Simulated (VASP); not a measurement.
Band structure of ScAlGe (space group Cmcm). Level of theory: PBEsol GGA with spin-orbit coupling, VASP's PBE PAW potentials (set 64) (plane waves; VASP).

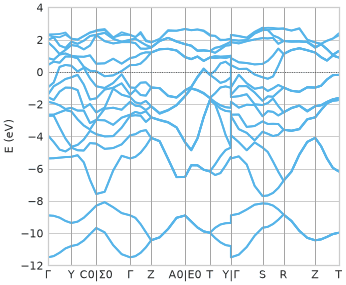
Bands along high-symmetry lines, zero at the valence-band maximum or, without a gap, the Fermi level

Task: Read the plot: is there a gap, and where are the band edges?

Result: It has no gap at this level: it comes out as a metal or semimetal.

The structure comes from a computed database's ScAlGe entry (Cmcm); how it stands against other phases isn't given here. It was relaxed first.
